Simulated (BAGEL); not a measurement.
# CHClNSi (SMILES N#C[SiH]Cl): UHF/STO-3G (density fitting with qzvpp-jkfit)

Aim: the energy change on altering one bond length of CHClNSi at UHF/STO-3G (density fitting with qzvpp-jkfit), from 2 runs. 

The calculation is run with BAGEL 1.2.2.

5 further runs of the same task are left out: 5 that didn't finish.

## 1. The system as given

CHClNSi has 5 atoms, charge 0, and is taken as a doublet. SMILES: `N#C[SiH]Cl`. The shape is that of a PBE0-D4/def2-TZVP optimisation.

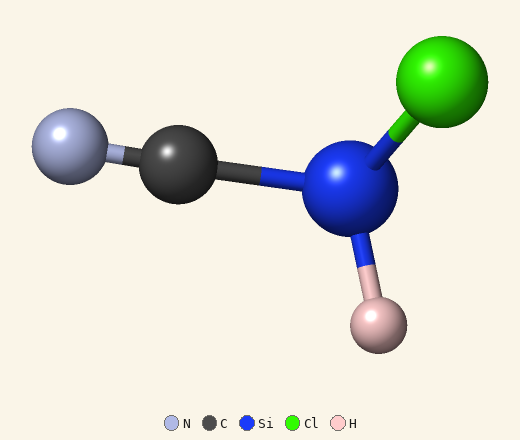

The structure, seen from a chosen angle (nitrogen light blue, carbon dark grey, silicon blue, chlorine green, hydrogen pink).

## 2. The energy at UHF/STO-3G (density fitting with qzvpp-jkfit)

File job.json:

```json
{ "bagel": [

{
  "title": "molecule",
  "basis": "sto-3g",
  "df_basis": "qzvpp-jkfit",
  "angstrom": true,
  "geometry": [
    { "atom": "N", "xyz": [      -1.370200,       0.130500,      -1.827500 ] },
    { "atom": "C", "xyz": [      -0.756100,       0.007500,      -0.858000 ] },
    { "atom": "Si", "xyz": [       0.105400,      -0.310100,       0.730000 ] },
    { "atom": "Cl", "xyz": [       2.040100,      -0.810700,       0.347000 ] },
    { "atom": "H", "xyz": [       0.030700,       0.909000,       1.567100 ] }
  ]
},

{ "title": "uhf", "nopen": 1 },

{ "title": "print", "file": "orbitals.molden", "orbitals": true }

]}
```

On the command line:

```console
$ BAGEL_NUM_THREADS=1 BAGEL job.json > job.out
```

Log:

```text
* using 1 threads per process

  ===============================================================
  ===============================================================

  *** Geometry ***

  { "atom" : "N", "xyz" : [     -2.589303,      0.246609,     -3.453474 ] },
  { "atom" : "C", "xyz" : [     -1.428822,      0.014173,     -1.621385 ] },
  { "atom" : "Si", "xyz" : [      0.199177,     -0.586004,      1.379500 ] },
  { "atom" : "Cl", "xyz" : [      3.855230,     -1.532001,      0.655735 ] },
  { "atom" : "H", "xyz" : [      0.058015,      1.717761,      2.961390 ] },

  Number of auxiliary basis functions:      426

  Since a DF basis is specified, we compute 2- and 3-index integrals:
    o Being stored without compression. Storage requirement is 0.003 GB

  Number of basis functions:       29
  Number of electrons      :       45

    * METHOD: MOLECULE                             0.10

  *** Open-shell HF ***

  === Nuclear Repulsion ===
   165.2926930878

      * DIIS with orbital gradients will be used.

  === UHF iteration (sto-3g) ===
      0       -831.75899045          0.04978569           0.03
      1       -831.82031419          0.04583425           0.03
      2       -831.83789347          0.04254580           0.03
      3       -831.91356620          0.00132422           0.03
      4       -831.91421406          0.00033957           0.03
      5       -831.91437377          0.00012437           0.03
      6       -831.91449761          0.00008143           0.03
      7       -831.91462219          0.00006826           0.03
      8       -831.91482038          0.00006009           0.03
      9       -831.91502497          0.00005415           0.03
     10       -831.91531476          0.00004491           0.03
     11       -831.91570714          0.00002684           0.03
     12       -831.91567742          0.00001735           0.03
     13       -831.91577402          0.00001231           0.03
     14       -831.91582290          0.00001075           0.03
     15       -831.91588280          0.00000916           0.03
     16       -831.91591102          0.00000772           0.03
     17       -831.91594052          0.00000465           0.03
     18       -831.91594051          0.00000090           0.03
     19       -831.91594050          0.00000052           0.03
     20       -831.91594056          0.00000030           0.03
     21       -831.91594055          0.00000015           0.03
     22       -831.91594055          0.00000009           0.03
     23       -831.91594055          0.00000009           0.03
     24       -831.91594055          0.00000009           0.03
     25       -831.91594055          0.00000009           0.03
     26       -831.91594055          0.00000007           0.03
     27       -831.91594056          0.00000003           0.03
     28       -831.91594056          0.00000002           0.03
     29       -831.91594056          0.00000002           0.03
     30       -831.91594056          0.00000000           0.03
    * SCF iteration converged.

    * S^2 (UHF) is 0.8873

    * Permanent dipole moment:
           (    0.446335,     0.056132,    -1.304870) a.u.

    * METHOD: UHF                                  0.95

    * METHOD: PRINT                                0.00

  ===============================================================
```

Run time: 1.2 s. Hardware: 1 thread of Arm Neoverse V2, shared host; peak memory 0.081 GiB.

## 3. The distorted shape, same level

File job.json:

```json
{ "bagel": [

{
  "title": "molecule",
  "basis": "sto-3g",
  "df_basis": "qzvpp-jkfit",
  "angstrom": "true",
  "geometry": [
    { "atom": "N", "xyz": [      -2.059396,       0.384579,      -3.097893 ] },
    { "atom": "C", "xyz": [      -1.445296,       0.261579,      -2.128393 ] },
    { "atom": "Si", "xyz": [       0.105400,      -0.310100,       0.730000 ] },
    { "atom": "Cl", "xyz": [       2.040100,      -0.810700,       0.347000 ] },
    { "atom": "H", "xyz": [       0.030700,       0.909000,       1.567100 ] }
  ]
},

{
  "title": "uhf",
  "nopen": 1
},

{
  "title": "print",
  "file": "orbitals.molden",
  "orbitals": "true"
}

]}
```

On the command line:

```console
$ BAGEL_NUM_THREADS=1 BAGEL job.json > job.out
```

Log:

```text
* using 1 threads per process

  ===============================================================
  ===============================================================

  *** Geometry ***

  { "atom" : "N", "xyz" : [     -3.891694,      0.726749,     -5.854169 ] },
  { "atom" : "C", "xyz" : [     -2.731214,      0.494313,     -4.022080 ] },
  { "atom" : "Si", "xyz" : [      0.199177,     -0.586004,      1.379500 ] },
  { "atom" : "Cl", "xyz" : [      3.855230,     -1.532001,      0.655735 ] },
  { "atom" : "H", "xyz" : [      0.058015,      1.717761,      2.961390 ] },

  Number of auxiliary basis functions:      426

  Since a DF basis is specified, we compute 2- and 3-index integrals:
    o Being stored without compression. Storage requirement is 0.003 GB

  Number of basis functions:       29
  Number of electrons      :       45

    * METHOD: MOLECULE                             0.10

  *** Open-shell HF ***

  === Nuclear Repulsion ===
   139.5869758212

      * DIIS with orbital gradients will be used.

  === UHF iteration (sto-3g) ===
      0       -831.51837192          0.03891383           0.03
      1       -831.41838215          0.06482654           0.03
      2       -831.46634026          0.06501782           0.03
      3       -831.68181432          0.00665409           0.03
      4       -831.70864561          0.00551084           0.03
      5       -831.72297762          0.00460277           0.03
      6       -831.74301121          0.00243487           0.03
      7       -831.74520836          0.00238016           0.03
      8       -831.74677726          0.00202293           0.03
      9       -831.74953446          0.00140970           0.03
     10       -831.75805450          0.00080111           0.03
     11       -831.75805720          0.00043212           0.03
     12       -831.76176133          0.00084543           0.03
     13       -831.76322211          0.00014258           0.03
     14       -831.76363981          0.00018274           0.03
     15       -831.76361431          0.00005906           0.03
     16       -831.76365722          0.00002347           0.03
     17       -831.76366225          0.00000837           0.03
     18       -831.76366318          0.00000533           0.03
     19       -831.76366377          0.00000362           0.03
     20       -831.76366430          0.00000228           0.03
     21       -831.76366451          0.00000148           0.03
     22       -831.76366459          0.00000072           0.03
     23       -831.76366460          0.00000055           0.03
     24       -831.76366461          0.00000018           0.03
     25       -831.76366461          0.00000008           0.03
     26       -831.76366461          0.00000003           0.03
     27       -831.76366461          0.00000001           0.03
     28       -831.76366461          0.00000001           0.03
    * SCF iteration converged.

    * S^2 (UHF) is 1.4453

    * Permanent dipole moment:
           (    0.440956,    -0.246733,    -1.048288) a.u.

    * METHOD: UHF                                  0.86

    * METHOD: PRINT                                0.00

  ===============================================================
```

It took 1.1 s on 1 thread of Arm Neoverse V2, shared host; peak memory 0.081 GiB.

## 4. Summary of results

Level: UHF/STO-3G (density fitting with qzvpp-jkfit).

| quantity | value |
| --- | --- |
| first shape: total energy | -831.91594 Eh |
| first shape: dipole moment | 3.51 D |
| first shape: ⟨S²⟩ | 0.887 |
| distorted shape: total energy | -831.76366 Eh |
| distorted shape: dipole moment | 2.96 D |
| distorted shape: ⟨S²⟩ | 1.445 |
| energy change with the C2–Si3 bond stretched from 1.834 to 3.302 Å | 4.144 eV |

What this shows: With the C2–Si3 bond stretched from 1.834 to 3.302 Å the energy rises by 4.14 eV (96 kcal/mol). The first shape isn't relaxed at this level, so the change isn't measured from a minimum. The minimal basis adds a large error of its own. ⟨S²⟩ (first shape) is 0.89 where a pure doublet has 0.75: the reference is spin-contaminated. ⟨S²⟩ (distorted shape) is 1.45 where a pure doublet has 0.75: the reference is spin-contaminated.
